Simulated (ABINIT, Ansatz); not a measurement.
**How the form of the self-energy moves the gap of Sr2MgMoO6 (Fm-3m)**

Wanted: the gap of Sr2MgMoO6 (Fm-3m) under several approximations, with cost.

Program: ABINIT 10.8.3. Level of theory: LDA and many-body steps on it, plane waves. Results are calculated unless marked as measured.

## Step 1: Set-up

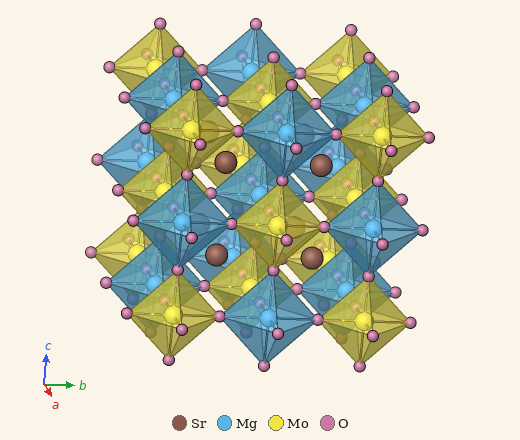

Start, viewed slightly off an axis; strontium brown, magnesium blue, molybdenum yellow, oxygen pink. This picture shows the conventional cell, with its axes. Some periodic images of atoms are drawn too.

The cell and positions are those that the Materials Project relaxed with its own functionals (PBE, PBE+U or r2SCAN), kept fixed.

## Step 2: Empty states on the mesh, 2×2×2 mesh, 272 bands

This step: ABINIT 10.8.3; DFT, LDA, plane waves, norm-conserving pseudopotentials.

The sums over transitions need many empty states on a uniform mesh; this step solves for them.

run.abi reads:

```
acell 3*1.0 Angstrom
rprim 
  0.000000000000 4.001502000000 4.001502000000
  4.001502000000 0.000000000000 4.001502000000
  4.001502000000 4.001502000000 -0.000000000000
ntypat 4
znucl 38 12 42 8
natom 10
typat 1 1 2 3 4 4 4 4 4 4
xred 
  0.250000000000 0.250000000000 0.250000000000
  0.750000000000 0.750000000000 0.750000000000
  0.500000000000 0.500000000000 0.500000000000
  -0.000000000000 0.000000000000 0.000000000000
  0.757256000000 0.242744000000 0.242744000000
  0.242744000000 0.757256000000 0.757256000000
  0.242744000000 0.757256000000 0.242744000000
  0.757256000000 0.242744000000 0.757256000000
  0.242744000000 0.242744000000 0.757256000000
  0.757256000000 0.757256000000 0.242744000000
pp_dirpath "pseudos"
pseudos "Sr.upf, Mg.upf, Mo.upf, O.upf"
ecut 38
ngkpt 2 2 2
nshiftk 1
shiftk 0 0 0
kptopt 1
chksymbreak 0
iscf -2
irdden 1
istwfk *1
nband 272
nbdbuf 24
tolwfr 1e-09
nstep 60
prtvol 0
indata_prefix "in"
outdata_prefix "out"
tmpdata_prefix "tmp"
```

Run with:

```bash
> OMP_NUM_THREADS=1 mpirun -n 4 abinit run.abi > log
```

Numbers of over 12 decimals in the logs are rounded to 6 here.

Output:

```text
.Version 10.8.3 of ABINIT. v10.8.2 released Aug 2026.

 Symmetries : space group Fm -3 m (#225); Bravais cF (face-center cubic)
[... echo of the input left out ...]
== DATASET  1 ==================================================================
-   mpi_nproc: 4, omp_nthreads: 1 (-1 if OMP is not activated)
-    --> not optimal distribution: autoparal keyword recommended in input file <--

--- !DatasetInfo
iteration_state: {dtset: 1, }
dimensions: {natom: 10, nkpt: 3, mband: 272, nsppol: 1, nspinor: 1, nspden: 1, mpw: 9721, }
cutoff_energies: {ecut:  38.0, pawecutdg:  -1.0, }
[...]
2.93936    2.93937    2.96373    2.96373    2.96397    2.96614    2.96620    2.96634
   2.98113    2.98122    2.98190    2.99213    2.99242    2.99475    2.99717    3.01068
 prteigrs : prtvol=0 or 1, do not print more k-points.

== END DATASET(S) ==============================================================
================================================================================

 -outvars: echo values of variables after computation  --------
            nband         272
             nkpt           3
          spgroup         225
 [... the other variables as echoed above ...]

 Calculation completed.
```

Elapsed: 4.8 min, on 4 MPI ranks of Arm Neoverse N1, shared host; peak memory 0.44 GiB.

This step gave:

* gap: 1.888 eV
* k of the valence top: 0, 0, 0
* k of the conduction bottom: 0.5, 0.5, 0
* least direct gap: 1.966 eV
* k points computed: 3
* lowest point of the top converged band, above the valence top: 71.5363 eV

On this mesh the gap is 1.888 eV.

The density comes from a self-consistent run that is not shown.

## Step 3: Screening, 2×2×2 mesh, 124 bands, screening to 114.3 eV

The RPA dielectric matrix is built and inverted for each q.

This step: RPA screening on LDA, plane waves, norm-conserving pseudopotentials.

Changes to run.abi since step 2:

```diff
@@ -28,10 +28,11 @@
 chksymbreak 0
-iscf -2
-irdden 1
 istwfk *1
-nband 272
-nbdbuf 24
-tolwfr 1e-09
-nstep 60
-prtvol 0
+occopt 1
+irdwfk 1
+optdriver 3
+nband 124
+ecuteps 4.2
+inclvkb 2
+awtr 1
+symchi 1
 indata_prefix "in"
```

Output:

```text
.Version 10.8.3 of ABINIT. v10.8.2 released Aug 2026.

 Symmetries : space group Fm -3 m (#225); Bravais cF (face-center cubic)
[... echo of the input left out ...]
== DATASET  1 ==================================================================
-   mpi_nproc: 4, omp_nthreads: 1 (-1 if OMP is not activated)

--- !DatasetInfo
iteration_state: {dtset: 1, }
dimensions: {natom: 10, nkpt: 3, mband: 124, nsppol: 1, nspinor: 1, nspden: 1, mpw: 9721, }
cutoff_energies: {ecut:  38.0, pawecutdg:  -1.0, }
electrons: {nelect:   8.00000000E+01, charge:   0.00000000E+00, occopt:   1.00000000E+00, tsmear:   1.00000000E-02, }

 SCREENING: Calculation of the susceptibility and dielectric matrices

 Based on a program developped by R.W. Godby, V. Olevano, G. Onida, and L. Reining.
 Incorporated in ABINIT by V. Olevano, G.-M. Rignanese, and M. Torrent.
.Using double precision arithmetic ; gwpc =  8

[... cell and pseudopotentials left out ...]
--------------------------------------------------------------------------------

 ==== K-mesh for the wavefunctions ====
 Number of points in the irreducible wedge :     3
[... list of points left out ...]
 Together with 48 symmetry operations and time-reversal symmetry
 yields     8 points in the full Brillouin Zone.

 ==== Q-mesh for the screening function ====
 Number of points in the irreducible wedge :     3
[... list of points left out ...]
 Together with 48 symmetry operations and time-reversal symmetry
 yields     8 points in the full Brillouin Zone.

 setmesh: FFT mesh size selected  =    40x   40x   40
          total number of points  =        64000

 vcoul_init : cutoff-mode = AUXILIARY_FUNCTION
 q-points for optical limit:   1
     1)      0.000010    0.000020    0.000030

- screening: taking advantage of time-reversal symmetry
- Maximum band index for partially occupied states nbvw = 40
- Remaining bands to be divided among processors   nbcw = 84
- Number of bands treated by each node ~21

 Number of electrons calculated from density =   80.0000; Expected =   80.0000
 average of density, n =  0.092511
 r_s =    1.3716
 omega_plasma =   29.3395 [eV]

 calculating chi0 at frequencies [eV] :
  1    0.000000E+00    0.000000E+00
  2    0.000000E+00    2.933950E+01

--------------------------------------------------------------------------------
  q-point number  1        q = ( 0.000000, 0.000000, 0.000000) [r.l.u.]
--------------------------------------------------------------------------------
[... chi0 elements left out ...]
 For q-point:  0.000010 0.000020 0.000030
  dielectric constant =   6.0336
  dielectric constant without local fields =   7.7269

  Average fulfillment of the sum rule on Im[epsilon] for q-point    1 :     44.15  [%]
[... wings left out ...]
  q-point number  2        q = ( 0.500000, 0.000000, 0.000000) [r.l.u.]
--------------------------------------------------------------------------------
[... chi0 elements left out ...]
  Average fulfillment of the sum rule on Im[epsilon] for q-point    2 :     51.11  [%]

 [... 1 further q-points ...]
```

The job ended after 77 s (4 MPI ranks; peak memory 1.6 GiB).

Numbers from this step:

| Item | Value |
| --- | --- |
| ε∞ with local fields, on this mesh, along the program's q direction | 6.034 |
| the same without local fields | 7.727 |
| plasma frequency | 29.34 eV |
| plane waves in the screening matrix | 339 |

Local fields lower ε∞ by 22 %. On a Γ-centred mesh this coarse the value itself is usually too large, while a short band sum pulls it down.

## Step 4: G0W0, Godby-Needs plasmon pole

The self-energy is evaluated for the states that the input lists, and the levels follow from it, in one-shot runs by the linearised quasiparticle equation.

This step: G0W0 on LDA, plane waves, norm-conserving pseudopotentials.

Changes to run.abi since step 3:

```diff
@@ -31,8 +31,17 @@
 irdwfk 1
-optdriver 3
+optdriver 4
 nband 124
+gwcalctyp 0
+ecutsigx 38
+symsigma 1
+nkptgw 2
+kptgw 
+  0.0000000000 0.0000000000 0.0000000000
+  0.5000000000 0.5000000000 0.0000000000
+bdgw 
+  38 43
+  38 43
 ecuteps 4.2
-inclvkb 2
-awtr 1
-symchi 1
+irdscr 1
+ppmodel 1
 indata_prefix "in"
```

Output:

```text
.Version 10.8.3 of ABINIT. v10.8.2 released Aug 2026.

 Symmetries : space group Fm -3 m (#225); Bravais cF (face-center cubic)
[... echo of the input left out ...]
== DATASET  1 ==================================================================
-   mpi_nproc: 4, omp_nthreads: 1 (-1 if OMP is not activated)

--- !DatasetInfo
iteration_state: {dtset: 1, }
dimensions: {natom: 10, nkpt: 3, mband: 124, nsppol: 1, nspinor: 1, nspden: 1, mpw: 9721, }
cutoff_energies: {ecut:  38.0, pawecutdg:  -1.0, }
electrons: {nelect:   8.00000000E+01, charge:   0.00000000E+00, occopt:   1.00000000E+00, tsmear:   1.00000000E-02, }

 SIGMA: Calculation of the GW corrections

 Based on a program developped by R.W. Godby, V. Olevano, G. Onida, and L. Reining.
 Incorporated in ABINIT by V. Olevano, G.-M. Rignanese, and M. Torrent.
.Using double precision arithmetic ; gwpc =  8

[... cell and pseudopotentials left out ...]
--------------------------------------------------------------------------------

 ==== K-mesh for the wavefunctions ====
 Number of points in the irreducible wedge :     3
[... list of points left out ...]
 Together with 48 symmetry operations and time-reversal symmetry
 yields     8 points in the full Brillouin Zone.

 ==== Q-mesh for screening function ====
 Number of points in the irreducible wedge :     3
[... list of points left out ...]
 Together with 48 symmetry operations and time-reversal symmetry
 yields     8 points in the full Brillouin Zone.

 vcoul_init : cutoff-mode = AUXILIARY_FUNCTION
 q-points for optical limit:   1
     1)      0.000010    0.000020    0.000030
 setmesh: FFT mesh size selected  =    60x   60x   60
          total number of points  =       216000

 Number of electrons calculated from density =   80.0000; Expected =   80.0000
 average of density, n =  0.092511
 r_s =    1.3716
 omega_plasma =   29.3395 [eV]

 === KS Band Gaps ===
  >>>> For spin  1
   Minimum direct gap =   1.9664 [eV], located at k-point      :   0.5000  0.5000  0.0000
   Fundamental gap    =   1.8877 [eV], Top of valence bands at :   0.0000  0.0000  0.0000
                                       Bottom of conduction at :   0.5000  0.5000  0.0000
 SIGMA fundamental parameters:
 PLASMON POLE MODEL  1
 number of plane-waves for SigmaX                 9721
 number of plane-waves for SigmaC and W            339
 number of plane-waves for wavefunctions          9721
 number of bands                                   124
 number of independent spin polarizations            1
 number of spinorial components                      1
 number of k-points in IBZ                           3
 number of q-points in IBZ                           3
 number of symmetry operations                      48
 number of k-points in BZ                            8
 number of q-points in BZ                            8
 number of frequencies for dSigma/dE                 9
 frequency step for dSigma/dE [eV]                0.25
 number of omega for Sigma on real axis              0
 max omega for Sigma on real axis  [eV]           0.00
 zcut for avoiding poles [eV]                     0.10

 EPSILON^-1 parameters (SCR file):
 dimension of the eps^-1 matrix on file            339
 dimension of the eps^-1 matrix used               339
 number of plane-waves for wavefunctions          9721
 number of bands                                   124
 number of q-points in IBZ                           3
 number of frequencies                               2
 number of real frequencies                          1
 number of imag frequencies                          1

 matrix elements of self-energy operator (all in [eV])

 Perturbative Calculation

--- !SelfEnergy_ee
iteration_state: {dtset: 1, }
kpoint     : [   0.000,    0.000,    0.000, ]
spin       : 1
KS_gap     :    2.061
QP_gap     :    3.812
Delta_QP_KS:    1.752
data: !SigmaeeData |
     Band     E0 <VxcDFT>   SigX SigC(E0)      Z dSigC/dE  Sig(E)    E-E0       E
       38   5.832 -19.807 -24.455   5.008   0.774  -0.292 -19.528   0.279   6.111
       39   5.832 -19.807 -24.455   5.008   0.774  -0.292 -19.528   0.279   6.111
       40   5.832 -19.807 -24.455   5.008   0.774  -0.292 -19.528   0.279   6.111
       41   7.893 -18.025 -12.669  -2.844   0.808  -0.237 -15.994   2.030   9.923
       42   7.893 -18.025 -12.669  -2.844   0.808  -0.237 -15.994   2.030   9.923
       43   7.893 -18.025 -12.669  -2.844   0.808  -0.237 -15.994   2.030   9.923

--- !SelfEnergy_ee
iteration_state: {dtset: 1, }
kpoint     : [   0.500,    0.500,    0.000, ]
spin       : 1
KS_gap     :    1.966
QP_gap     :    3.749
Delta_QP_KS:    1.783
data: !SigmaeeData |
     Band     E0 <VxcDFT>   SigX SigC(E0)      Z dSigC/dE  Sig(E)    E-E0       E
[...]
41   7.720 -17.698 -12.015  -3.160   0.815  -0.227 -15.641   2.057   9.777
       42   8.834 -19.782 -14.394  -2.663   0.774  -0.291 -17.672   2.110  10.944
       43   8.834 -19.782 -14.394  -2.663   0.774  -0.291 -17.672   2.110  10.944

== END DATASET(S) ==============================================================
================================================================================

 -outvars: echo values of variables after computation  --------
           etotal      0.0000000000E+00
            nband         124
             nkpt           3
          spgroup         225
 [... the other variables as echoed above ...]

 Calculation completed.
```

Run time: 24 s. Hardware: 4 MPI ranks; peak memory 1.4 GiB; 96 s of CPU time.

This step gave:

```
G0W0 gap on the points computed              : 3.666 eV
starting gap on the mesh                     : 1.888 eV
k of the valence top                         : 0, 0, 0
k of the conduction bottom                   : 0.5, 0.5, 0
Z at the valence top                         : 0.774
Z at the conduction bottom                   : 0.815
least direct G0W0 gap on the computed points : 3.750 eV
```

The gap on the mesh goes from 1.89 eV to 3.67 eV, a correction of +1.78 eV.

## Step 5: G0W0, von der Linden-Horsch plasmon pole

Changes to run.abi since step 4:

```diff
@@ -45,3 +45,3 @@
 irdscr 1
-ppmodel 1
+ppmodel 3
 indata_prefix "in"
```

Output:

```text
.Version 10.8.3 of ABINIT. v10.8.2 released Aug 2026.

 Symmetries : space group Fm -3 m (#225); Bravais cF (face-center cubic)
[... echo of the input left out ...]
== DATASET  1 ==================================================================
-   mpi_nproc: 4, omp_nthreads: 1 (-1 if OMP is not activated)

--- !DatasetInfo
iteration_state: {dtset: 1, }
dimensions: {natom: 10, nkpt: 3, mband: 124, nsppol: 1, nspinor: 1, nspden: 1, mpw: 9721, }
cutoff_energies: {ecut:  38.0, pawecutdg:  -1.0, }
electrons: {nelect:   8.00000000E+01, charge:   0.00000000E+00, occopt:   1.00000000E+00, tsmear:   1.00000000E-02, }

 SIGMA: Calculation of the GW corrections

 Based on a program developped by R.W. Godby, V. Olevano, G. Onida, and L. Reining.
 Incorporated in ABINIT by V. Olevano, G.-M. Rignanese, and M. Torrent.
.Using double precision arithmetic ; gwpc =  8

[... cell and pseudopotentials left out ...]
--------------------------------------------------------------------------------

 ==== K-mesh for the wavefunctions ====
 Number of points in the irreducible wedge :     3
[... list of points left out ...]
 Together with 48 symmetry operations and time-reversal symmetry
 yields     8 points in the full Brillouin Zone.

 ==== Q-mesh for screening function ====
 Number of points in the irreducible wedge :     3
[... list of points left out ...]
 Together with 48 symmetry operations and time-reversal symmetry
 yields     8 points in the full Brillouin Zone.

 vcoul_init : cutoff-mode = AUXILIARY_FUNCTION
 q-points for optical limit:   1
     1)      0.000010    0.000020    0.000030
 setmesh: FFT mesh size selected  =    60x   60x   60
          total number of points  =       216000

 Number of electrons calculated from density =   80.0000; Expected =   80.0000
[...]
number of omega for Sigma on real axis              0
 max omega for Sigma on real axis  [eV]           0.00
 zcut for avoiding poles [eV]                     0.10

 EPSILON^-1 parameters (SCR file):
 dimension of the eps^-1 matrix on file            339
 dimension of the eps^-1 matrix used               339
 number of plane-waves for wavefunctions          9721
 number of bands                                   124
 number of q-points in IBZ                           3
 number of frequencies                               2
 number of real frequencies                          1
 number of imag frequencies                          1

 matrix elements of self-energy operator (all in [eV])

 Perturbative Calculation

--- !SelfEnergy_ee
iteration_state: {dtset: 1, }
kpoint     : [   0.000,    0.000,    0.000, ]
spin       : 1
KS_gap     :    2.061
QP_gap     :    3.961
Delta_QP_KS:    1.900
data: !SigmaeeData |
     Band     E0 <VxcDFT>   SigX SigC(E0)      Z dSigC/dE  Sig(E)    E-E0       E
       38   5.832 -19.807 -24.455   4.984   0.841  -0.189 -19.524   0.282   6.114
       39   5.832 -19.807 -24.455   4.984   0.841  -0.189 -19.524   0.282   6.114
       40   5.832 -19.807 -24.455   4.984   0.841  -0.189 -19.524   0.282   6.114
[...]
--- !SelfEnergy_ee
iteration_state: {dtset: 1, }
kpoint     : [   0.500,    0.500,    0.000, ]
spin       : 1
KS_gap     :    1.966
QP_gap     :    3.885
Delta_QP_KS:    1.918
data: !SigmaeeData |
     Band     E0 <VxcDFT>   SigX SigC(E0)      Z dSigC/dE  Sig(E)    E-E0       E
[...]
42   8.834 -19.782 -14.394  -2.568   0.857  -0.167 -17.365   2.417  11.251
       43   8.834 -19.782 -14.394  -2.568   0.857  -0.167 -17.365   2.417  11.251

== END DATASET(S) ==============================================================
================================================================================

 -outvars: echo values of variables after computation  --------
           etotal      0.0000000000E+00
            nband         124
             nkpt           3
          spgroup         225
 [... the other variables as echoed above ...]

 Calculation completed.
```

Run time: 16 s. Hardware: 4 MPI ranks; peak memory 1.4 GiB; 62 s of CPU time.

This step gave:

```
G0W0 gap on the points computed              : 3.793 eV
starting gap on the mesh                     : 1.888 eV
k of the valence top                         : 0, 0, 0
k of the conduction bottom                   : 0.5, 0.5, 0
Z at the valence top                         : 0.841
Z at the conduction bottom                   : 0.87
least direct G0W0 gap on the computed points : 3.885 eV
```

Against G0W0 in ABINIT (2×2×2 mesh, 124 bands, screening to 114.3 eV, Godby-Needs plasmon pole), the gap moves by +0.127 eV.

## Step 6: G0W0, Engel-Farid plasmon pole

Changes to run.abi since step 5:

```diff
@@ -45,3 +45,3 @@
 irdscr 1
-ppmodel 3
+ppmodel 4
 indata_prefix "in"
```

Output:

```text
.Version 10.8.3 of ABINIT. v10.8.2 released Aug 2026.

 Symmetries : space group Fm -3 m (#225); Bravais cF (face-center cubic)
[... echo of the input left out ...]
== DATASET  1 ==================================================================
-   mpi_nproc: 4, omp_nthreads: 1 (-1 if OMP is not activated)

--- !DatasetInfo
iteration_state: {dtset: 1, }
dimensions: {natom: 10, nkpt: 3, mband: 124, nsppol: 1, nspinor: 1, nspden: 1, mpw: 9721, }
cutoff_energies: {ecut:  38.0, pawecutdg:  -1.0, }
[...]
Band     E0 <VxcDFT>   SigX SigC(E0)      Z dSigC/dE  Sig(E)    E-E0       E
[...]
42   8.834 -19.782 -14.394  -2.569   0.813  -0.229 -17.489   2.293  11.127
       43   8.834 -19.782 -14.394  -2.569   0.813  -0.229 -17.489   2.293  11.127

== END DATASET(S) ==============================================================
================================================================================

 -outvars: echo values of variables after computation  --------
           etotal      0.0000000000E+00
            nband         124
             nkpt           3
          spgroup         225
 [... the other variables as echoed above ...]

 Calculation completed.
```

The job ended after 16 s (4 MPI ranks; peak memory 1.3 GiB).

Numbers from this step:

```
G0W0 gap on the points computed              : 3.731 eV
starting gap on the mesh                     : 1.888 eV
k of the valence top                         : 0, 0, 0
k of the conduction bottom                   : 0.5, 0.5, 0
least direct G0W0 gap on the computed points : 3.818 eV
```

Against G0W0 in ABINIT (2×2×2 mesh, 124 bands, screening to 114.3 eV, Godby-Needs plasmon pole), the gap moves by +0.065 eV.

(Part 1 of 2 ends here.)

[Paths, hosts, dates, memory and timing lines, banners, echoed tables and standing remarks are left out of the program output.]

[Logs are printed without paths, hosts, clocks, repeated set-up lines and the standing remarks that a program may print on its own settings, such as how far it seeks lower states.]

[Runs of the session that timed out or met a known fault of the program may be left out.]

[Hosts, paths, dates, database ids (printed as entryN), source tags and the programs' standing remarks are cut or masked in the printed files.]

[G0W0 gaps are taken among the corrected bands and points alone; a level outside them can change the order at an edge.]

[Where Ansatz stands beside ABINIT at settings called matched, ABINIT's density can come from a denser mesh and the files from another edition; pairs whose starting gaps differed by over 0.03 eV were left out, so agreement reads better than it is.]
